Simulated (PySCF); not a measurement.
# C₃H₁₀AsGeN (SMILES C=N[CH2][GeH2][AsH]C): what the fields show

Input

```
{"job": {"kind": "uv", "xc": "B3LYP", "basis": "def2-SVPD", "nstates": 8, "ntriplets": 3}, "charge": 0, "multiplicity": 1}
C      2.412291     0.537709    -1.053513
N      1.259658     0.652075    -0.571091
C      1.042696     0.529855     0.825297
Ge    -0.087000    -1.127748     0.938857
As    -1.153071    -1.097209    -1.201171
C     -2.226448     0.523400    -0.832903
H      3.312542     0.400771    -0.446039
H      2.534196     0.584426    -2.125036
H      0.437759     1.376746     1.155249
H      1.966866     0.496354     1.416019
H     -0.880176    -1.057561     2.244905
H      0.884701    -2.269046     1.206733
H     -2.244113    -2.058150    -0.776823
H     -2.716546     0.480870     0.137874
H     -2.987023     0.650195    -1.603135
H     -1.563931     1.386256    -0.863770
```

Command:

```sh
OMP_NUM_THREADS=1 python probes_run.py task.json out
```

Geometry: GFN2-xTB.

Method: B3LYP/def2-SVPD, SCF density, gas phase in PySCF.

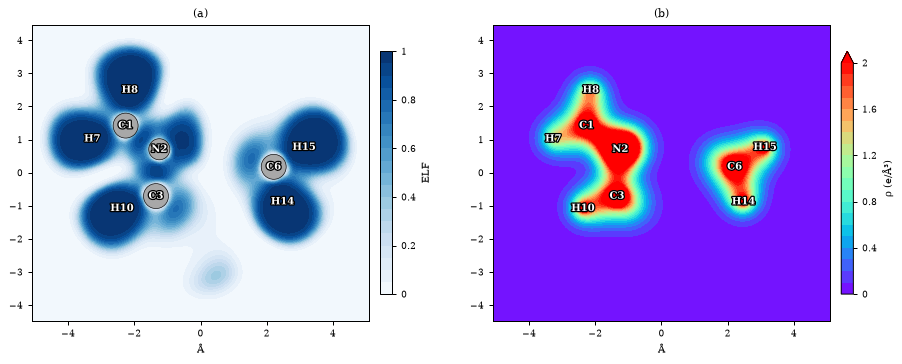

Figure 1. (a) ELF; (b) electron density on the plane of atoms N2, C3 and H10. Grey discs cover the atomic cores in the ELF map.

Q: What do the fields say about this system?

A:
- Atoms in the plane: C, N and H.
- C–N (1.25 Å): ρ is about 2.9 e/Å³ halfway; the ELF peaks at about 0.90 between the atoms; a short, multiple covalent bond.
- C–H (1.08 Å): ρ is about 2.1 e/Å³ halfway; the ELF climbs to about 1 towards the hydrogen, as it does in any bond to H (an ordinary covalent bond to hydrogen).
- C–N (1.42 Å): ρ is about 2.1 e/Å³ halfway; the ELF peaks at about 0.95 between the atoms; a covalent bond.

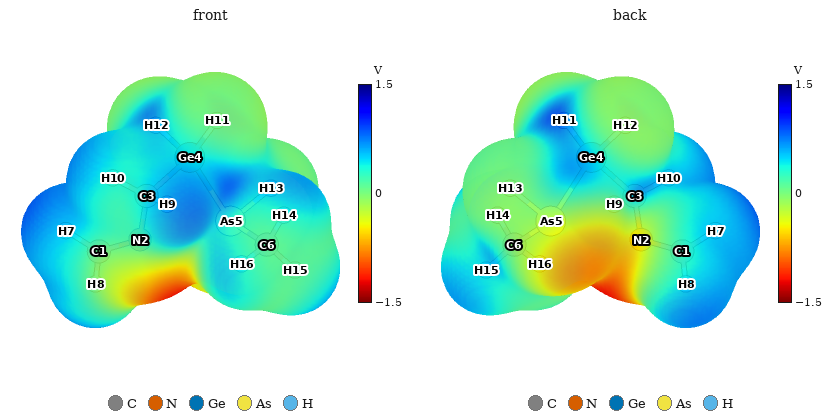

Figure 2. The molecular electrostatic potential painted on the density surface at 0.002 e/bohr³, seen from the front and from behind; the colour scale runs from red (negative) to blue (positive).

Q: Describe the electrostatic potential map.

A: The most negative region (about −1.1 V, or −25 kcal/mol for a unit charge) lies over N2, the most positive (about +0.8 V, or +18 kcal/mol for a unit charge) over Ge4, H7 and H9. N2 is the likeliest acceptor of a hydrogen bond.
